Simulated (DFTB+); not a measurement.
Run report: SiH4SO3, geometry relaxation (part 2 of 4)

SiH4SO3, SMILES O[Si](O)(O)S; GFN1-xTB, R-SCC, dispersion built in (DFTB+ 25.1). The geometry comes from this level: PBE0-D4/def2-TZVP.

Geometry of the input (Å):
```
O  -1.1349  1.0013  -0.5000
Si -0.0274  -0.0955  -0.0262
O  0.9258  -0.3604  -1.3222
O  -0.6194  -1.5525  0.4174
S  0.9390  0.6962  1.6911
H  -1.3754  0.9816  -1.4289
H  1.5595  -1.0771  -1.2649
H  -1.1513  -1.5868  1.2142
H  0.9726  1.9468  1.2024
```

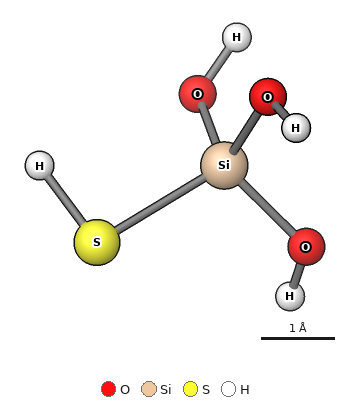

Fig. 1: The starting structure (ball-and-stick view, seen at a tilt).

**The program's output, continued**
```
 iSCC Total electronic   Diff electronic      SCC error
    1   -0.22203193E+02    0.00000000E+00    0.68745852E-02
    2   -0.22203194E+02   -0.58371339E-03    0.51200188E-02
    3   -0.22203194E+02   -0.98128368E-06    0.11806518E-02
    4   -0.22203194E+02   -0.23141230E-06    0.30328784E-03
    5   -0.22203194E+02   -0.11910085E-06    0.15979433E-03
    6   -0.22203194E+02   -0.36762803E-07    0.19831307E-04
    7   -0.22203194E+02   -0.26865692E-08    0.13206147E-04
    8   -0.22203194E+02   -0.10544454E-10    0.24907814E-05

Total Energy:                      -22.0663828622 H         -600.4568 eV
Extrapolated to 0K:                -22.0663828622 H         -600.4568 eV
Total Mermin free energy:          -22.0663828622 H         -600.4568 eV
Force related energy:              -22.0663828622 H         -600.4568 eV

total energy  -2.2066383E+01 H       energy change -1.8078621E-04 H
gradient norm  7.9679057E-03 H/a0    max. gradient  3.6215785E-03 H/a0
step length    9.2875034E-02 a0      max. step      3.6993020E-02 a0

--------------------------------------------------------------------------------

***  Geometry step: 13

 iSCC Total electronic   Diff electronic      SCC error
    1   -0.22206551E+02    0.00000000E+00    0.25729899E-02
    2   -0.22206551E+02   -0.33568059E-02    0.21926846E-02
    3   -0.22206551E+02   -0.43668303E-06    0.87305639E-03
    4   -0.22206551E+02   -0.15790208E-06    0.27868183E-03
    5   -0.22206551E+02   -0.34599488E-08    0.74662907E-04
    6   -0.22206551E+02   -0.14619872E-07    0.16232848E-04
    7   -0.22206551E+02   -0.85296037E-09    0.51093294E-05

Total Energy:                      -22.0664749782 H         -600.4593 eV
Extrapolated to 0K:                -22.0664749782 H         -600.4593 eV
Total Mermin free energy:          -22.0664749782 H         -600.4593 eV
Force related energy:              -22.0664749782 H         -600.4593 eV

total energy  -2.2066475E+01 H       energy change -9.2116000E-05 H
gradient norm  8.5207763E-03 H/a0    max. gradient  3.6738151E-03 H/a0
step length    3.8505962E-02 a0      max. step      1.5702461E-02 a0

--------------------------------------------------------------------------------

***  Geometry step: 14

 iSCC Total electronic   Diff electronic      SCC error
    1   -0.22205763E+02    0.00000000E+00    0.15086365E-02
    2   -0.22205763E+02    0.78867592E-03    0.10058683E-02
    3   -0.22205763E+02   -0.29231837E-06    0.39463530E-03
    4   -0.22205763E+02   -0.10696295E-06    0.13837213E-03
    5   -0.22205763E+02   -0.71922912E-09    0.41366717E-04
    6   -0.22205763E+02   -0.34735663E-08    0.49384261E-05

Total Energy:                      -22.0665273420 H         -600.4608 eV
Extrapolated to 0K:                -22.0665273420 H         -600.4608 eV
Total Mermin free energy:          -22.0665273420 H         -600.4608 eV
Force related energy:              -22.0665273420 H         -600.4608 eV

total energy  -2.2066527E+01 H       energy change -5.2363757E-05 H
gradient norm  5.5396076E-03 H/a0    max. gradient  2.8594155E-03 H/a0
step length    9.0215139E-03 a0      max. step      4.0811373E-03 a0

--------------------------------------------------------------------------------

***  Geometry step: 15

 iSCC Total electronic   Diff electronic      SCC error
    1   -0.22204754E+02    0.00000000E+00    0.26295500E-02
    2   -0.22204754E+02    0.10095015E-02    0.18125461E-02
    3   -0.22204754E+02   -0.61938027E-06    0.69818761E-03
    4   -0.22204754E+02   -0.21427831E-06    0.23315811E-03
    5   -0.22204755E+02    0.33999861E-08    0.64757263E-04
    6   -0.22204755E+02   -0.13511471E-07    0.10670026E-04
    7   -0.22204755E+02   -0.65127281E-09    0.39081256E-05

Total Energy:                      -22.0666054970 H         -600.4629 eV
Extrapolated to 0K:                -22.0666054970 H         -600.4629 eV
Total Mermin free energy:          -22.0666054970 H         -600.4629 eV
Force related energy:              -22.0666054970 H         -600.4629 eV

total energy  -2.2066605E+01 H       energy change -7.8154999E-05 H
gradient norm  6.7946498E-03 H/a0    max. gradient  3.4969833E-03 H/a0
step length    2.7947596E-02 a0      max. step      1.5265120E-02 a0

--------------------------------------------------------------------------------

***  Geometry step: 16

 iSCC Total electronic   Diff electronic      SCC error
    1   -0.22204140E+02    0.00000000E+00    0.13487643E-02
    2   -0.22204141E+02    0.61401135E-03    0.93434556E-03
    3   -0.22204141E+02   -0.24847744E-06    0.52841492E-03
    4   -0.22204141E+02   -0.82622226E-07    0.15947860E-03
    5   -0.22204141E+02    0.24438336E-08    0.49243044E-04
    6   -0.22204141E+02   -0.73304669E-08    0.70753508E-05

Total Energy:                      -22.0666841981 H         -600.4650 eV
Extrapolated to 0K:                -22.0666841981 H         -600.4650 eV
Total Mermin free energy:          -22.0666841981 H         -600.4650 eV
Force related energy:              -22.0666841981 H         -600.4650 eV

total energy  -2.2066684E+01 H       energy change -7.8701072E-05 H
gradient norm  9.1793608E-03 H/a0    max. gradient  4.1623893E-03 H/a0
step length    3.1328268E-02 a0      max. step      1.6017180E-02 a0

--------------------------------------------------------------------------------

***  Geometry step: 17

 iSCC Total electronic   Diff electronic      SCC error
    1   -0.22203420E+02    0.00000000E+00    0.18333555E-02
    2   -0.22203421E+02    0.72061060E-03    0.12316433E-02
    3   -0.22203421E+02   -0.36427619E-06    0.68480986E-03
    4   -0.22203421E+02   -0.12047051E-06    0.13476274E-03
    5   -0.22203421E+02   -0.42924775E-08    0.47313073E-04
    6   -0.22203421E+02   -0.33556837E-08    0.44736992E-05

Total Energy:                      -22.0668223298 H         -600.4688 eV
Extrapolated to 0K:                -22.0668223298 H         -600.4688 eV
Total Mermin free energy:          -22.0668223298 H         -600.4688 eV
Force related energy:              -22.0668223298 H         -600.4688 eV

total energy  -2.2066822E+01 H       energy change -1.3813171E-04 H
gradient norm  1.0666907E-02 H/a0    max. gradient  3.9602426E-03 H/a0
step length    6.6327076E-02 a0      max. step      2.9701880E-02 a0

--------------------------------------------------------------------------------

***  Geometry step: 18

 iSCC Total electronic   Diff electronic      SCC error
    1   -0.22203350E+02    0.00000000E+00    0.18187561E-02
    2   -0.22203350E+02    0.70980360E-04    0.89983071E-03
    3   -0.22203350E+02   -0.49219506E-06    0.49995284E-03
    4   -0.22203350E+02   -0.17350812E-06    0.21971422E-03
    5   -0.22203350E+02    0.19384672E-09    0.39959088E-04
    6   -0.22203350E+02   -0.38497880E-08    0.69719128E-05

Total Energy:                      -22.0669249040 H         -600.4716 eV
Extrapolated to 0K:                -22.0669249040 H         -600.4716 eV
Total Mermin free energy:          -22.0669249040 H         -600.4716 eV
Force related energy:              -22.0669249040 H         -600.4716 eV

total energy  -2.2066925E+01 H       energy change -1.0257425E-04 H
gradient norm  7.8775905E-03 H/a0    max. gradient  3.4461481E-03 H/a0
step length    6.1022073E-02 a0      max. step      2.4069292E-02 a0

--------------------------------------------------------------------------------

***  Geometry step: 19

 iSCC Total electronic   Diff electronic      SCC error
    1   -0.22203882E+02    0.00000000E+00    0.25312576E-02
    2   -0.22203882E+02   -0.53128152E-03    0.15308075E-02
    3   -0.22203883E+02   -0.61896111E-06    0.33041830E-03
    4   -0.22203883E+02   -0.22528724E-06    0.18727362E-03
    5   -0.22203883E+02   -0.70120265E-09    0.47658765E-04
    6   -0.22203883E+02   -0.72216473E-08    0.77645564E-05

Total Energy:                      -22.0669805576 H         -600.4731 eV
Extrapolated to 0K:                -22.0669805576 H         -600.4731 eV
Total Mermin free energy:          -22.0669805576 H         -600.4731 eV
Force related energy:              -22.0669805576 H         -600.4731 eV

total energy  -2.2066981E+01 H       energy change -5.5653551E-05 H
gradient norm  4.2142243E-03 H/a0    max. gradient  2.0200829E-03 H/a0
step length    4.0217367E-02 a0      max. step      1.6717692E-02 a0

--------------------------------------------------------------------------------

***  Geometry step: 20

 iSCC Total electronic   Diff electronic      SCC error
    1   -0.22204349E+02    0.00000000E+00    0.14291928E-02
    2   -0.22204349E+02   -0.46659593E-03    0.92638730E-03
    3   -0.22204349E+02   -0.13612117E-06    0.20924316E-03
    4   -0.22204349E+02   -0.51236899E-07    0.11203841E-03
    5   -0.22204349E+02   -0.14842172E-09    0.27694635E-04
    6   -0.22204349E+02   -0.26347848E-08    0.55075535E-05

Total Energy:                      -22.0670070180 H         -600.4738 eV
Extrapolated to 0K:                -22.0670070180 H         -600.4738 eV
Total Mermin free energy:          -22.0670070180 H         -600.4738 eV
Force related energy:              -22.0670070180 H         -600.4738 eV

total energy  -2.2067007E+01 H       energy change -2.6460438E-05 H
gradient norm  4.2351741E-03 H/a0    max. gradient  2.1229837E-03 H/a0
step length    2.1837604E-02 a0      max. step      9.6173036E-03 a0

--------------------------------------------------------------------------------

***  Geometry step: 21

 iSCC Total electronic   Diff electronic      SCC error
    1   -0.22204955E+02    0.00000000E+00    0.17579343E-02
    2   -0.22204955E+02   -0.60554732E-03    0.11428230E-02
    3   -0.22204955E+02   -0.16910829E-06    0.34452340E-03
    4   -0.22204955E+02   -0.60023226E-07    0.13695536E-03
    5   -0.22204955E+02   -0.36307455E-08    0.35878161E-04
    6   -0.22204955E+02   -0.47509410E-08    0.80232623E-05

Total Energy:                      -22.0670555395 H         -600.4751 eV
Extrapolated to 0K:                -22.0670555395 H         -600.4751 eV
Total Mermin free energy:          -22.0670555395 H         -600.4751 eV
Force related energy:              -22.0670555395 H         -600.4751 eV

total energy  -2.2067056E+01 H       energy change -4.8521478E-05 H
gradient norm  6.2534453E-03 H/a0    max. gradient  2.8359630E-03 H/a0
step length    4.0078073E-02 a0      max. step      1.8559276E-02 a0

--------------------------------------------------------------------------------

***  Geometry step: 22

 iSCC Total electronic   Diff electronic      SCC error
    1   -0.22205617E+02    0.00000000E+00    0.25385749E-02
    2   -0.22205617E+02   -0.66196471E-03    0.20440465E-02
    3   -0.22205617E+02   -0.25344791E-06    0.47228611E-03
    4   -0.22205617E+02   -0.69847502E-07    0.11549514E-03
    5   -0.22205617E+02   -0.33309039E-07    0.68804039E-04
    6   -0.22205617E+02   -0.36231995E-08    0.89069590E-05

Total Energy:                      -22.0671536868 H         -600.4778 eV
Extrapolated to 0K:                -22.0671536868 H         -600.4778 eV
Total Mermin free energy:          -22.0671536868 H         -600.4778 eV
Force related energy:              -22.0671536868 H         -600.4778 eV

total energy  -2.2067154E+01 H       energy change -9.8147344E-05 H
gradient norm  8.6795616E-03 H/a0    max. gradient  3.6107378E-03 H/a0
step length    8.2854694E-02 a0      max. step      3.8971046E-02 a0

--------------------------------------------------------------------------------

***  Geometry step: 23

 iSCC Total electronic   Diff electronic      SCC error
    1   -0.22205853E+02    0.00000000E+00    0.40172290E-02
    2   -0.22205854E+02   -0.23590926E-03    0.29774956E-02
    3   -0.22205854E+02   -0.52224816E-06    0.62707868E-03
    4   -0.22205854E+02   -0.16037285E-06    0.20383714E-03
    5   -0.22205854E+02   -0.63965622E-07    0.13683997E-03
    6   -0.22205854E+02   -0.10395993E-07    0.21364568E-04
    7   -0.22205854E+02   -0.10469421E-08    0.67342659E-05

Total Energy:                      -22.0672928754 H         -600.4816 eV
Extrapolated to 0K:                -22.0672928754 H         -600.4816 eV
Total Mermin free energy:          -22.0672928754 H         -600.4816 eV
Force related energy:              -22.0672928754 H         -600.4816 eV

total energy  -2.2067293E+01 H       energy change -1.3918854E-04 H
gradient norm  8.0075627E-03 H/a0    max. gradient  3.0889285E-03 H/a0
step length    1.3481139E-01 a0      max. step      7.3011311E-02 a0

--------------------------------------------------------------------------------

***  Geometry step: 24

 iSCC Total electronic   Diff electronic      SCC error
    1   -0.22206433E+02    0.00000000E+00    0.22571664E-02
    2   -0.22206434E+02   -0.57898919E-03    0.13970689E-02
    3   -0.22206434E+02   -0.64509713E-06    0.68974259E-03
    4   -0.22206434E+02   -0.21195507E-06    0.23640484E-03
    5   -0.22206434E+02    0.63531864E-08    0.11763580E-03
    6   -0.22206434E+02   -0.15431684E-07    0.10929016E-04
    7   -0.22206434E+02   -0.71085893E-09    0.34658223E-05

Total Energy:                      -22.0673715856 H         -600.4837 eV
Extrapolated to 0K:                -22.0673715856 H         -600.4837 eV
Total Mermin free energy:          -22.0673715856 H         -600.4837 eV
Force related energy:              -22.0673715856 H         -600.4837 eV

total energy  -2.2067372E+01 H       energy change -7.8710177E-05 H
gradient norm  6.3328727E-03 H/a0    max. gradient  3.2017868E-03 H/a0
step length    8.6328054E-02 a0      max. step      5.6537736E-02 a0

--------------------------------------------------------------------------------

***  Geometry step: 25

 iSCC Total electronic   Diff electronic      SCC error
    1   -0.22206712E+02    0.00000000E+00    0.13876529E-02
    2   -0.22206712E+02   -0.27814031E-03    0.80883219E-03
    3   -0.22206713E+02   -0.36963433E-06    0.36545166E-03
    4   -0.22206713E+02   -0.10573050E-06    0.16935264E-03
    5   -0.22206713E+02   -0.25285019E-09    0.43976246E-04
    6   -0.22206713E+02   -0.27648994E-08    0.74545168E-05

Total Energy:                      -22.0674064393 H         -600.4847 eV
Extrapolated to 0K:                -22.0674064393 H         -600.4847 eV
Total Mermin free energy:          -22.0674064393 H         -600.4847 eV
Force related energy:              -22.0674064393 H         -600.4847 eV

total energy  -2.2067406E+01 H       energy change -3.4853736E-05 H
gradient norm  3.9103124E-03 H/a0    max. gradient  2.1466480E-03 H/a0
step length    2.1587197E-02 a0      max. step      1.1982752E-02 a0

--------------------------------------------------------------------------------

***  Geometry step: 26

 iSCC Total electronic   Diff electronic      SCC error
    1   -0.22207035E+02    0.00000000E+00    0.20789904E-02
    2   -0.22207036E+02   -0.32281584E-03    0.13016476E-02
    3   -0.22207036E+02   -0.27580017E-06    0.50029853E-03
    4   -0.22207036E+02   -0.50707634E-07    0.17241448E-03
    5   -0.22207036E+02    0.25556801E-09    0.35941284E-04
    6   -0.22207036E+02   -0.43966963E-08    0.65548304E-05

Total Energy:                      -22.0674353212 H         -600.4855 eV
Extrapolated to 0K:                -22.0674353212 H         -600.4855 eV
Total Mermin free energy:          -22.0674353212 H         -600.4855 eV
Force related energy:              -22.0674353212 H         -600.4855 eV

total energy  -2.2067435E+01 H       energy change -2.8881924E-05 H
gradient norm  3.1695525E-03 H/a0    max. gradient  1.2879962E-03 H/a0
step length    3.6743769E-02 a0      max. step      1.4200562E-02 a0

--------------------------------------------------------------------------------

***  Geometry step: 27

 iSCC Total electronic   Diff electronic      SCC error
    1   -0.22206759E+02    0.00000000E+00    0.73957180E-03
    2   -0.22206759E+02    0.27673095E-03    0.42829632E-03
    3   -0.22206759E+02   -0.77859848E-07    0.15274536E-03
    4   -0.22206759E+02   -0.24679593E-07    0.94449403E-04
    5   -0.22206759E+02    0.52260418E-11    0.15229909E-04
    6   -0.22206759E+02   -0.71143091E-09    0.27275378E-05

Total Energy:                      -22.0674484957 H         -600.4858 eV
Extrapolated to 0K:                -22.0674484957 H         -600.4858 eV
Total Mermin free energy:          -22.0674484957 H         -600.4858 eV
Force related energy:              -22.0674484957 H         -600.4858 eV

total energy  -2.2067448E+01 H       energy change -1.3174470E-05 H
gradient norm  4.1986005E-03 H/a0    max. gradient  2.0975407E-03 H/a0
step length    8.9265080E-03 a0      max. step      4.0660167E-03 a0

--------------------------------------------------------------------------------

***  Geometry step: 28

 iSCC Total electronic   Diff electronic      SCC error
    1   -0.22206656E+02    0.00000000E+00    0.89487167E-03
    2   -0.22206656E+02    0.10327678E-03    0.59586580E-03
    3   -0.22206656E+02   -0.13925997E-06    0.32367661E-03
    4   -0.22206656E+02   -0.38032770E-07    0.16015171E-03
    5   -0.22206656E+02    0.18318325E-08    0.27351906E-04
    6   -0.22206656E+02   -0.36567656E-08    0.40556611E-05

Total Energy:                      -22.0674746652 H         -600.4865 eV
Extrapolated to 0K:                -22.0674746652 H         -600.4865 eV
Total Mermin free energy:          -22.0674746652 H         -600.4865 eV
Force related energy:              -22.0674746652 H         -600.4865 eV

total energy  -2.2067475E+01 H       energy change -2.6169561E-05 H
gradient norm  4.5549220E-03 H/a0    max. gradient  1.9608454E-03 H/a0
step length    2.1803980E-02 a0      max. step      1.1541592E-02 a0

--------------------------------------------------------------------------------

***  Geometry step: 29
```
